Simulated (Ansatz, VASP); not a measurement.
## MgO: VASP beside Ansatz

One calculation is typed for both programs; each brings its own data sets and cutoff. How far apart do they land?

Method: plane waves, with VASP 6.6.1 beside it; relaxation of cell and atoms at PBE with D3(BJ), in Ansatz 0.2.0.

**1. The starting structure**

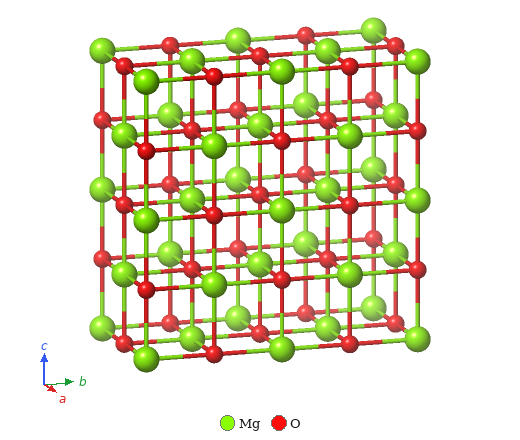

Start, viewed slightly off an axis; magnesium green, oxygen red. 1×2×2 cells are drawn. This picture shows the conventional cell, with its axes. Some periodic images of atoms are drawn too.

**2. Ansatz: relaxation of cell and atoms, PBE with D3(BJ)**

Ansatz runs on its default PAW (the set named soft_2) files.

The relaxed volume is the usual yardstick between codes: its relative difference is about their pressure difference at one cell divided by the bulk modulus.

File input.yaml:

```yaml
crystal:
  lattice:
    - [0.0, 2.10607, 2.10607]
    - [2.10607, 0.0, 2.10607]
    - [2.10607, 2.10607, 0.0]
  atoms:
    - { symbol: Mg, position: [0.0, 0.0, 0.0] }
    - { symbol: O, position: [0.5, 0.5, 0.5] }
hamiltonian:
  xc: pbe
  pseudopotentials: { kind: paw }
  dispersion: d3bj
kpoints:
  mp_grid: { grid: [9, 9, 9] }
scf:
  occupations: { method: gaussian, width: 0.05 }
relax:
  f_tol: 0.01
  max_steps: 60
  cell: { stress_tol: 0.05 }
output:
  forces: true
  stress: true
  write_density: true
  write_potential: true
  elf: true
  volumetric_format: npy
```

Started as:

```bash
> ansatz run input.yaml --threads 4 --pin off --max-ram 9216MiB --backend cpu --events-out ev --progress --plain --runs-dir out
```

Numbers of over 12 decimals in the logs are rounded to 6 here.

Log:

```text
Engine: ansatz 0.2.0, aarch64-unknown-linux-gnu
Pseudopotentials: kind: paw
Pseudopotential: Mg, paw, valence charge 10, recommended cutoff 420 eV (normal), Mg.paw.azcp
Pseudopotential: O, paw, valence charge 6, recommended cutoff 420 eV (normal), O.paw.azcp
Functional definition: PBE
  parameter kappa = 0.804
  parameter beta = 0.066725
  exchange = pbe_x(kappa = kappa, mu = beta*pi^2/3)
  correlation = pbe_c(beta = beta)
Crystal: 2 atoms, lattice volume = 18.683 Å³
Basis set: ecut = 420 eV, 339 PW (Γ), exchange–correlation on 40×40×40 points (8 copies of the dense FFT grid, shifted against one another)
Bands: 12, of which v1, the nominal top of the filled ones, is band 8 counted from 1 (7 counted from 0)
Symmetry: 48 space group operations
Space group: Fm-3m (ITA 225), of the structure as read, at distance tolerance 2.7e-5 Å
k-points: 35 of 729
Non-local potential: Mg, projectors of the file, l = 0: 3, l = 1: 2, l = 2: 1
Non-local potential: O, projectors of the file, l = 0: 2, l = 1: 2, l = 2: 1
PAW form: soft (Blöchl's): semilocal exchange-correlation on the pseudo side does not see the compensation charge
PAW one-centre angular grid: Mg, 110 points (default); XC on 64 Gauss nodes
PAW one-centre angular grid: O, 110 points (default); XC on 64 Gauss nodes
Initial density: superposition of atomic densities (neutral atoms: chi_scale 0, normalization atom), corrected by the library's trained network
Initial wavefunctions: pseudopotential atomic-orbital guess
Functional: x = pbe(κ = 0.804, μ = 0.219515), c = pbe(β = 0.066725)
SCF iter   1: F=—  HF=-2494.716998 eV  |F-HF|=—  |Δ(HF+E_count)|=         —  Δρ=5.69e-4  dr2=6.85e-6  ethr=1.77e-3  ⟨swp⟩=5.6  Hψ=2404  notcnv=0
preconditioner: auto → none  [insulator: Δε(μ)=4.741 eV  Ē_g=18.541 eV  σ=0.050 eV  W_gap=1.00  n_scr=8 (ndim 8)  ℏωp=24.3 eV  f_vac=0.000  D(μ)=0.00/eV (n_scr^D=0)  ε∞_Penn≈2.7]
SCF iter   2: F=—  HF=-2494.717327 eV  |F-HF|=—  |Δ(HF+E_count)|=   3.28e-4  Δρ=3.75e-4  dr2=9.80e-6  ethr=4.28e-8  ⟨swp⟩=3.7  Hψ=1235  notcnv=0
SCF iter   3: F=—  HF=-2494.717347 eV  |F-HF|=—  |Δ(HF+E_count)|=   2.03e-5  Δρ=2.14e-4  dr2=2.68e-6  ethr=4.28e-8  ⟨swp⟩=2.2  Hψ=692  notcnv=0
iter 4 did not close the SCF: its close was put off for the readings that it lacked (scf_convergence_deferred on its scf_iter line)
SCF iter   4: F=-2494.717364 eV  HF=-2494.717364 eV  |F-HF|=9.04e-8  |Δ(HF+E_count)|=   1.70e-5  Δρ=3.35e-5  dr2=8.48e-8  ethr=1.67e-8  ⟨swp⟩=2.0  Hψ=665  notcnv=0
iter 5 did not close the SCF: its close was put off for the readings that it lacked (scf_convergence_deferred on its scf_iter line)
SCF iter   5: F=-2494.717364 eV  HF=-2494.717364 eV  |F-HF|=1.03e-8  |Δ(HF+E_count)|=   2.96e-8  Δρ=9.36e-6  dr2=7.27e-9  ethr=5.30e-10  ⟨swp⟩=2.4  Hψ=704  notcnv=0
SCF iter   6: F=-2494.717364 eV  HF=-2494.717364 eV  |F-HF|=1.19e-9  |Δ(HF+E_count)|=   4.89e-9  Δρ=3.13e-6  dr2=8.63e-10  ethr=4.54e-11  ⟨swp⟩=5.1  Hψ=2142  notcnv=0
SCF 1 converged in 6 iterations: F = -2494.717364 eV  dr2 = 8.63e-10
  greatest PAW one-centre occupation: 1.000 electrons in one spin orbital (limit 2), on the Mg atom at site 0 (counted from 0), in its partial waves of l = 0
relax step   1: F+E_penalty+E_count = -2494.71736386 eV  Δ(F+E_penalty+E_count) = +0.000e0 eV  max|allowed force component| = 5.601e-29 eV/Å  Δτ_max = 0.0000 Å  P = -0.507 GPa  Ω = 18.683 Å³  (6 SCF iters, dr2 threshold 1.00e-7 eV, accepted)
[...]
relax step   2: F+E_penalty+E_count = -2494.71751870 eV  Δ(F+E_penalty+E_count) = -1.548e-4 eV  max|allowed force component| = 3.673e-30 eV/Å  Δτ_max = 0.0000 Å  P = -0.287 GPa  Ω = 18.658 Å³  energy of the carried Pulay correction = +9.298e-5 eV  (6 SCF iters, dr2 threshold 2.00e-7 eV, accepted)
[...]
relax step   3: F+E_penalty+E_count = -2494.71766820 eV  Δ(F+E_penalty+E_count) = -1.495e-4 eV  max|allowed force component| = 6.442e-30 eV/Å  Δτ_max = 0.0000 Å  P = +0.001 GPa  Ω = 18.626 Å³  energy of the carried Pulay correction = +2.136e-4 eV  (6 SCF iters, dr2 threshold 2.00e-7 eV, accepted)
[...]
relax step   4: F+E_penalty+E_count = -2494.71747557 eV  Δ(F+E_penalty+E_count) = +1.926e-4 eV  max|allowed force component| = 9.820e-30 eV/Å  Δτ_max = 0.0000 Å  P = -0.022 GPa  Ω = 18.626 Å³  stress off target by 2.15e-2 GPa  SCF on the basis re-selected at this cell (its energy is not comparable with the rows above)  (8 SCF iters)
basis re-selected at this cell: Δ(F+E_penalty+E_count) = +1.926e-4 eV, ΔP = -0.023 GPa vs the last step (what re-selecting the basis moved, of the pressure what is left beyond the Pulay correction that the steps carried, after the strain that the cell walked since its last selection, with what the two solves' SCF thresholds leave and, on support functions, any second-order correction that the steps lacked; it is no m [...]
SCF converged after 8 iterations
Free energy (F): -2494.717476 eV
Harris-Foulkes:  -2494.717476 eV  (|F-HF|=0.00e0)
Internal energy: -2494.717476 eV  (E = F + TS)
E sigma→0 (E₀):  -2494.717476 eV
Fermi energy:    10.558996 eV
--- Per-component energies (eV) ---
  E_band       = -291.903642
  E_kinetic    = 255.937144
  E_local      = -1600.519632  (includes V_loc(G=0)·N_el)
  E_nonlocal   = 142.822522
  E_hartree    = 553.693035
  E_xc         = -105.319582
  E_vxc        = -134.971878  (∫ρ·V_xc dr)
  E_paw        = -450.081608  (= ΣΔE_a)
  E_vpaw       = -62.560389  (= ΣTr[D̂ρ^β])
  E_aug_tail   = 0.002521  (compensation charges beyond the density's cutoff)
  E_ewald      = -1290.663704
  E_disp       = -0.588170  (pairwise vdW)
  E_smearing   = -0.000000  (= −TS)
  E_closure    = 0.000000  (closes the sum)
  Σ components = -2494.717476   (vs F -2494.717476, Δ=0.00e0)
--- Forces (eV/Å), atoms counted from 1 ---
  atom   1  Mg    -0.00000000     0.00000000     0.00000000
  atom   2  O      0.00000000    -0.00000000    -0.00000000
  max |Σ_I F_I| component: 1.93e-29 eV/Å
--- Stress (GPa, compression-positive) ---
       -0.021504      -0.000000      -0.000000
       -0.000000      -0.021504      -0.000000
       -0.000000      -0.000000      -0.021504
  P = ⅓ Tr σ = -0.0215 GPa (-0.215 kbar)
--- Band table (eV; the first three rows and the last of 35) ---
  k-point 0: bands = [... 4 lower, -9.0950, 8.1725, 8.1725, 8.1725, 12.9449, 24.0114, 24.0114, 24.0114]
  k-point 1: bands = [... 4 lower, -8.9602, 7.3920, 8.0899, 8.0899, 13.6955, 22.5617, 24.3023, 24.3023]
  k-point 2: bands = [... 4 lower, -8.5987, 5.8931, 7.8886, 7.8886, 15.0194, 21.0072, 24.8164, 24.8164]
  k-point 34: bands = [... 4 lower, -7.5096, 4.9159, 5.5127, 6.5598, 19.5388, 19.8044, 20.5205, 24.1523]
--- Relaxed structure (3 steps of the walk, 3 accepted, 1 SCFs on fresh bases) ---
  F+E_penalty+E_count = -2494.71747557 eV   max|allowed force component| = 9.820e-30 eV/Å   (the final SCF, on the basis selected at the relaxed cell)
  cell:  # Å, volume = 18.6258 Å³
    - [0, 2.103915, 2.103915]
    - [2.103915, 0, 2.103915]
    - [2.103915, 2.103915, 0]
  atoms:
    - { symbol: Mg, position: [0, 0, 0] }
    - { symbol: O, position: [0.5, 0.5, 0.5] }
```

Run time: 1.2 s. Hardware: 4 threads of Arm Neoverse V1, shared host; peak memory 0.27 GiB; 3.3 s of CPU time.

**3. VASP: relaxation of cell and atoms, PBE with D3(BJ)**

The same cell, functional, mesh and smearing now go to VASP, with its own data sets and cutoff.

Lines of VASP's logs that name or quote its potential files are left out, and so is its time.

File INCAR:

```
SYSTEM = MgO
PREC = Accurate
ENCUT = 520
EDIFF = 1E-06
NELM = 100
ISMEAR = 0
SIGMA = 0.05
LREAL = .FALSE.
ALGO = Normal
GGA = PE
IVDW = 12
NBANDS = 10
LORBIT = 11
LWAVE = .FALSE.
LCHARG = .FALSE.
KPAR = 2
IBRION = 2
NSW = 60
ISIF = 3
EDIFFG = -0.01
```

File POSCAR:

```
MgO
1.0
    0.0000000000      2.1060700000      2.1060700000
    2.1060700000      0.0000000000      2.1060700000
    2.1060700000      2.1060700000      0.0000000000
Mg O
1 1
Direct
    0.0000000000      0.0000000000      0.0000000000
    0.5000000000      0.5000000000      0.5000000000
```

File KPOINTS:

```
Automatic mesh
0
Gamma
9 9 9
0 0 0
```

PAW data sets: Mg and O (PBE family, release 64).

Started as:

```bash
> mpirun -np 2 vasp_std
```

Log:

```text
[banner, memory and clock lines left out]
running    2 mpi-ranks, on    1 nodes
 distrk:  each k-point on    1 cores,    2 groups
 distr:  one band on    1 cores,    1 groups

 POSCAR found type information on POSCAR MgO
 POSCAR found :  2 types and       2 ions
 LDA part: xc-table for (Slater+PW92), standard interpolation
 POSCAR, INCAR and KPOINTS ok, starting setup
 FFT: planning ... GRIDC
 FFT: planning ... GRID_SOFT
 FFT: planning ... GRID
 WAVECAR not read
 entering main loop
       N       E                     dE             d eps       ncg     rms          rms(c)
DAV:   1     0.101984659944E+02    0.10198E+02   -0.46738E+03   828   0.713E+02
DAV:   2    -0.130071311801E+02   -0.23206E+02   -0.22215E+02   768   0.129E+02
DAV:   3    -0.134650483836E+02   -0.45792E+00   -0.45760E+00   810   0.162E+01
DAV:   4    -0.134659496064E+02   -0.90122E-03   -0.90121E-03   780   0.827E-01
DAV:   5    -0.134659525757E+02   -0.29693E-05   -0.29693E-05   792   0.473E-02    0.722E+00
DAV:   6    -0.119237641412E+02    0.15422E+01   -0.90634E+00   708   0.179E+01    0.224E+00
DAV:   7    -0.119110873915E+02    0.12677E-01   -0.48319E-02   742   0.217E+00    0.133E+00
DAV:   8    -0.119058109290E+02    0.52765E-02   -0.26272E-02   714   0.200E+00    0.205E-01
DAV:   9    -0.119055746658E+02    0.23626E-03   -0.35045E-04   790   0.144E-01    0.123E-01
DAV:  10    -0.119056007755E+02   -0.26110E-04   -0.39786E-04   748   0.162E-01    0.763E-03
DAV:  11    -0.119056022213E+02   -0.14458E-05   -0.16510E-06   776   0.117E-02    0.521E-03
DAV:  12    -0.119056021285E+02    0.92795E-07   -0.64771E-07   396   0.689E-03
   1 F= -.12491783E+02 E0= -.12491783E+02  d E =-.124918E+02
 curvature:   0.00 expect dE= 0.000E+00 dE for cont linesearch  0.000E+00
 trial: gam= 0.00000 g(F)=  0.973E-66 g(S)=  0.150E-02 ort = 0.000E+00 (trialstep = 0.100E+01)
 search vector abs. value=  0.150E-02
 bond charge predicted
       N       E                     dE             d eps       ncg     rms          rms(c)
DAV:   1    -0.119055825133E+02    0.19708E-04   -0.11671E-01   722   0.294E+00    0.576E-01
DAV:   2    -0.118998225843E+02    0.57599E-02   -0.36326E-02   726   0.119E+00    0.589E-02
DAV:   3    -0.118997761466E+02    0.46438E-04   -0.36913E-04   716   0.196E-01    0.339E-02
DAV:   4    -0.118997512807E+02    0.24866E-04   -0.32112E-05   736   0.517E-02    0.991E-03
DAV:   5    -0.118997512555E+02    0.25277E-07   -0.50090E-06   682   0.144E-02
   2 F= -.12492266E+02 E0= -.12492266E+02  d E =-.483171E-03
 trial-energy change:   -0.000483  1 .order   -0.000474   -0.001498    0.000550
 step:   0.7366(harm=  0.7315)  dis= 0.00000  next Energy=   -12.492339 (dE=-0.555E-03)
 bond charge predicted
       N       E                     dE             d eps       ncg     rms          rms(c)
DAV:   1    -0.119019049666E+02   -0.21537E-02   -0.80669E-03   724   0.771E-01    0.152E-01
DAV:   2    -0.119015036949E+02    0.40127E-03   -0.25287E-03   726   0.314E-01    0.152E-02
DAV:   3    -0.119015017617E+02    0.19332E-05   -0.25130E-05   714   0.510E-02    0.875E-03
DAV:   4    -0.119014996487E+02    0.21130E-05   -0.21912E-06   612   0.136E-02    0.259E-03
DAV:   5    -0.119014994093E+02    0.23941E-06   -0.33608E-07   360   0.377E-03
   3 F= -.12492337E+02 E0= -.12492337E+02  d E =-.554079E-03
 curvature:  -0.37 expect dE=-0.500E-09 dE for cont linesearch -0.500E-09
 trial: gam= 0.00000 g(F)=  0.390E-60 g(S)=  0.137E-08 ort =-0.143E-05 (trialstep = 0.947E+00)
 search vector abs. value=  0.147E-08
 reached required accuracy - stopping structural energy minimisation
```

OUTCAR, selected parts (step 3):

```text
ion  position               nearest neighbor table
   1  0.000  0.000  0.000-   2 2.11   2 2.11   2 2.11   2 2.11   2 2.11   2 2.11
   2  0.500  0.500  0.500-   1 2.11   1 2.11   1 2.11   1 2.11   1 2.11   1 2.11

  LATTYP: Found a face centered cubic cell.
 ALAT       =     4.2121400000

 Subroutine GETGRP returns: Found 48 space group operations
 (whereof 48 operations were pure point group operations)

The static configuration has the point symmetry O_h .

 Found     35 irreducible k-points:

   k-points           NKPTS =     35   k-points in BZ     NKDIM =     35   number of bands    NBANDS=     10

   dimension x,y,z NGX =    24 NGY =   24 NGZ =   24
   dimension x,y,z NGXF=    48 NGYF=   48 NGZF=   48

   ENCUT  =  520.0 eV  38.22 Ry    6.18 a.u.   5.54  5.54  5.54*2*pi/ulx,y,z

   NELECT =       8.0000    total number of electrons

 k-points in reciprocal lattice and weights: Automatic mesh
   0.00000000  0.00000000  0.00000000       0.001
   0.11111111  0.00000000  0.00000000       0.011
   0.22222222  0.00000000  0.00000000       0.011
   0.33333333  0.00000000  0.00000000       0.011
   0.44444444  0.00000000  0.00000000       0.011
   0.11111111  0.11111111  0.00000000       0.008
   0.22222222  0.11111111  0.00000000       0.033
   0.33333333  0.11111111  0.00000000       0.033
   0.44444444  0.11111111  0.00000000       0.033
[...]
-0.33333333  0.44444444  0.11111111       0.033
  -0.33333333  0.44444444  0.22222222       0.033

 Edisp (eV)   -0.59252

 average (electrostatic) potential at core
       1 -34.9331       2 -69.5047

 E-fermi :   3.4706

 k-point     1 :       0.0000    0.0000    0.0000
  band No.  band energies     occupation
      1     -14.0584      2.00000
      2       3.2444      2.00000
      3       3.2444      2.00000
      4       3.2444      2.00000
      5       8.0454      0.00000
      6      19.0875      0.00000
      7      19.0875      0.00000
      8      19.0875      0.00000
      9      23.0243      0.00000
    ...

 k-point     2 :       0.1111    0.0000    0.0000
  band No.  band energies     occupation
      1     -13.9267      2.00000
      2       2.4601      2.00000
      3       3.1607      2.00000
      4       3.1607      2.00000
      5       8.7971      0.00000
      6      17.6427      0.00000
      7      19.3822      0.00000
      8      19.3822      0.00000
      9      23.9818      0.00000
    ...

 k-point     3 :       0.2222    0.0000    0.0000
  band No.  band energies     occupation
      1     -13.5727      2.00000
      2       0.9520      2.00000
      3       2.9569      2.00000
      4       2.9569      2.00000
      5      10.1198      0.00000
      6      16.0936      0.00000
      7      19.9027      0.00000
      8      19.9027      0.00000
      9      23.3867      0.00000
    ...

 Edisp (eV)   -0.59084

  Total       0.00014     0.00014     0.00014    -0.00000     0.00000     0.00000
  in kB       0.01188     0.01188     0.01188    -0.00000     0.00000     0.00000
  external pressure =        0.01 kB  Pullay stress =        0.00 kB

  energy-cutoff  :      520.00
  volume of cell :       18.54
      direct lattice vectors                 reciprocal lattice vectors
     0.000000000  2.100685366  2.100685366    -0.238017558  0.238017558  0.238017558
     2.100685366  0.000000000  2.100685366     0.238017558 -0.238017558  0.238017558
     2.100685366  2.100685366 -0.000000000     0.238017558  0.238017558 -0.238017558

 POSITION                                       TOTAL-FORCE (eV/Angst)
 -----------------------------------------------------------------------------------
      0.00000      0.00000      0.00000         0.000000      0.000000      0.000000
      2.10069      2.10069      2.10069        -0.000000     -0.000000     -0.000000
 -----------------------------------------------------------------------------------
    total drift:                               -0.000000     -0.000000      0.000000

  FREE ENERGIE OF THE ION-ELECTRON SYSTEM (eV)
  ---------------------------------------------------
  free  energy   TOTEN  =       -12.4923372266 eV

  energy  without entropy=      -12.4923372266  energy(sigma->0) =      -12.49233723

 reached required accuracy - stopping structural energy minimisation

 total charge
# of ion       s       p       d       tot
------------------------------------------
    1        0.150   0.181   0.081   0.412
    2        1.542   3.565   0.000   5.107
--------------------------------------------------
tot          1.692   3.747   0.081   5.519

[... 3 further parts left out ...]
```

**4. Comparison**

Known differences besides the PAW data sets themselves: both relaxations stop at a tolerance, which leaves soft axes loose, and VASP keeps its plane-wave basis; the data sets hold 16 valence electrons in Ansatz (default PAW (the set named soft_2) files) and 8 in VASP; the cutoff is 420 eV in Ansatz and 520 eV in VASP; VASP leaves aspherical gradient terms in its spheres out (LASPH is not set), Ansatz keeps them; Ansatz adds a Pulay correction to the stress that steers its cell, VASP none. Total energies have different zeros and are not compared.

Compared:

```csv
quantity,Ansatz,VASP,difference
volume (Å³),18.63,18.54,+0.46 %
"edge a after relaxation, in the typed setting (Å)",2.975,2.971,+0.15 %
```

The walks stopped with -0.02 GPa left in Ansatz and 0.00 GPa in VASP; each walk ends within a tolerance, so the volume difference is uncertain by about these residues over the bulk modulus, most in soft cells.

**5. Results**

```yaml
difference_in_volume_relaxation_of_cell_and_atoms_pbe_with_d3_bj: 0.46 %
```

What this shows: The difference in volume is 0.46 % (relaxation of cell and atoms, PBE with D3(BJ)), within the 1.2 % picked in this series as the mark of a large difference, as far as the stopping tolerances let one tell. Differences of this kind measure data sets and numerical settings, not the functional's error against experiment.

[Lines on the potential files, build, host, timing and source positions are cut from VASP's logs without a mark.]

[Logs are printed without paths, hosts, clocks, repeated set-up lines and the standing remarks that a program may print on its own settings, such as how far it seeks lower states.]

[Hosts, paths, dates, database ids (printed as entryN), source tags and the programs' standing remarks are cut or masked in the printed files.]
